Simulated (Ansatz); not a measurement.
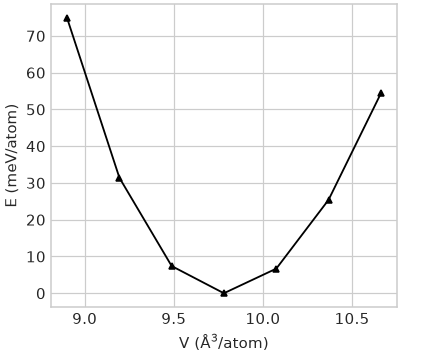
Fig. 1. TiO in space group P-62m (No. 189; Ti on 2d, Ti on 1a, O on 3f) under volume change, LDA in the plane-wave PAW code Ansatz, shape and atoms relaxed at each volume.

### Question
What does a third-order Birch–Murnaghan fit give for V₀, B₀ and B′?

### Answer
V₀ = 9.78 Å³/atom, B₀ = 256 GPa, B′ = 4.4.

The workflow started from a Materials Project entry (that database holds measured and hypothetical structures alike); the Crystallography Open Database copy checked does not list it. COD files the formula under space group No. 12, 225, so this cell is another polymorph or a model. Its standing as an ambient phase is unchecked. Symmetry was held in the LDA relaxation; of distortions, only those at the zone centre were tested. The run is not spin-polarised.

Potentials: the later of the program's two PAW sets.
